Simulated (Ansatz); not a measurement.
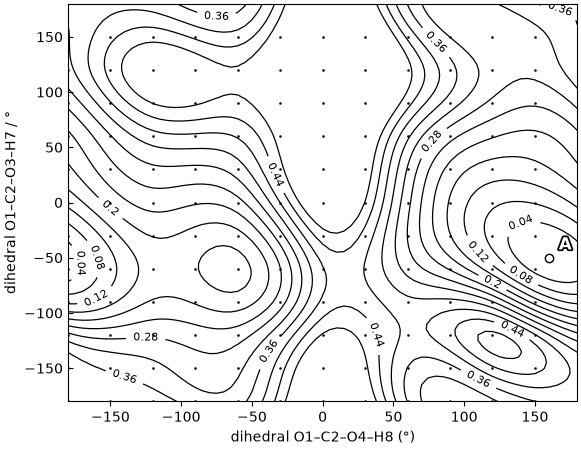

CH4O3Zn, SMILES O[C](O)(O)[ZnH]. Coordinates scanned: (1) dihedral O1–C2–O4–H8; (2) dihedral O1–C2–O3–H7. Nothing is relaxed (all other coordinates rigid). The scan uses a 12 × 12 grid. All energies are given in eV relative to the relaxed molecule at the same level. All numbers below come from RKS PBE0-D4/def2-SVP (Ansatz).

The picture shows contour lines labelled in eV (none above 0.48), dots at the grid points, the point A. Between grid points the surface is interpolated.

What is the easiest way out of the well at A, and how high is the barrier?

Answer. The easiest path leads from the well at about dihedral O1–C2–O4–H8 = 160°, dihedral O1–C2–O3–H7 = −50° to the well at dihedral O1–C2–O4–H8 = −60°, dihedral O1–C2–O3–H7 = −60°, about 0.14 eV higher. Its highest point lies about 0.18 eV above the bottom of the first well on the interpolated surface, at about dihedral O1–C2–O4–H8 = −115°, dihedral O1–C2–O3–H7 = −60°. Seen from the upper well the barrier is about 0.038 eV. The start is the relaxed structure and all else is held, so a fully relaxed path at this level can only be lower.

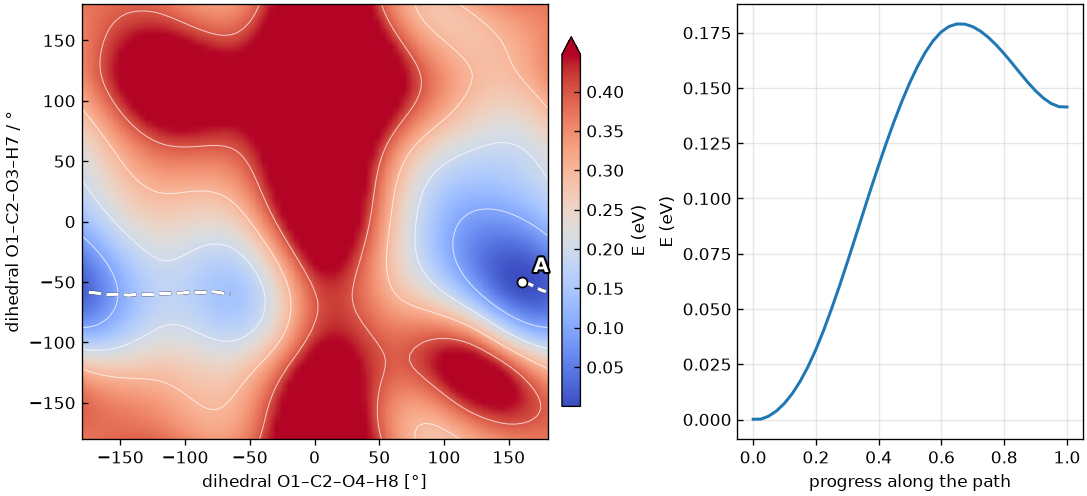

The picture shows a smooth colour map with a few white contour lines, a line along the lowest path, one colour for all values above the top of the scale, the energy along the path at the right. Between grid points the surface is interpolated.
